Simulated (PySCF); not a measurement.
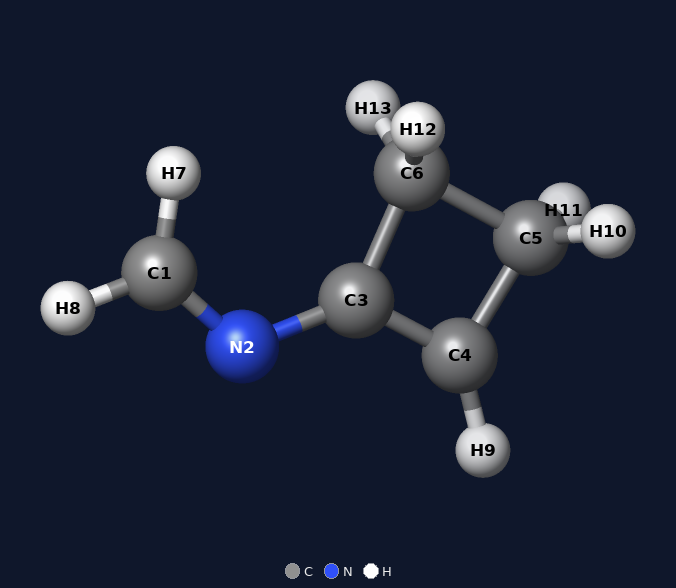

Computed geometry: PBE0-D3(BJ)/def2-SVP optimisation. No frequency run is at hand to confirm it as a minimum. Method: B3LYP/6-31G* indirect spin-spin coupling, non-relativistic, gas phase (PySCF 2.14.0). Isotopes: 13C, 1H, 15N.

Give the spin–spin coupling constants of these pairs, with the number of bonds between them: C1/N2, N2/C3, N2/H8, N2/H7, N2/C6, N2/C4, N2/H13, N2/H9, N2/C5, N2/H12.

```csv
pair,bonds apart,J (Hz)
"C1, N2",1,−13.6
"N2, C3",1,−7.0
"N2, H8",2,−8.5
"N2, H7",2,4.0
"N2, C6",2,1.5
"N2, C4",2,−3.9
"N2, H13",3,−0.6
"N2, H9",3,−0.5
"N2, C5",3,−3.3
"N2, H12",3,−0.6
```
